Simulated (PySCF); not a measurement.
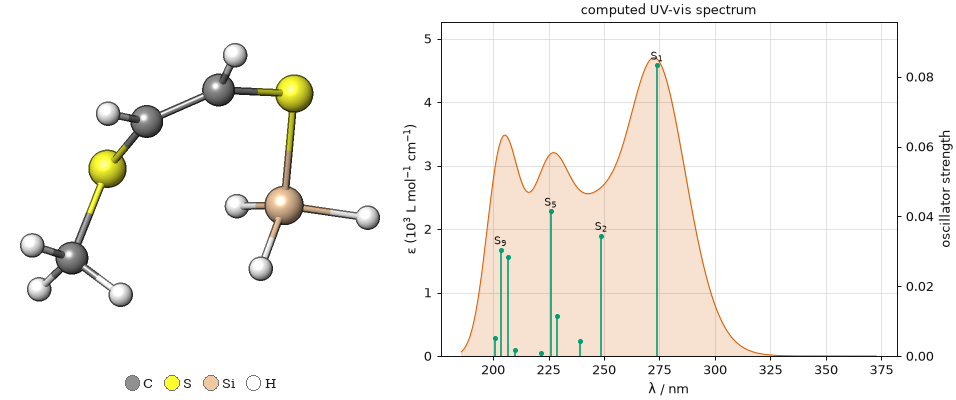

Computed absorption of C₃H₈S₂Si, SMILES CS/C=C\S[SiH3]. Vertical TDDFT excitations, PBE0/aug-cc-pVDZ, PySCF 2.14.0, at a PBE0-D3(BJ)/def2-SVP geometry (no frequency check), gas phase. The lowest 10 singlet states are shown; each is broadened by a Gaussian of 1/e half-width 0.30 eV. Sticks give oscillator strengths (right axis).

Question: Does any vertical transition fall in the visible?

Answer: No singlet lies below 3.1 eV (beyond 400 nm), so at this level no vertical transition falls in the visible.

Question: Where is the lowest singlet, and is it bright?

Answer: S1 lies at 4.53 eV (274 nm) with f = 0.083, mainly HOMO → LUMO (90 %); it is bright.

Question: Which of the computed transitions is the brightest, and what character does the calculation give it?

Answer: S1 at 4.53 eV (274 nm), f = 0.083, mainly HOMO → LUMO (90 %).

Note: one conformer of a flexible molecule; core orbitals are frozen in the response.
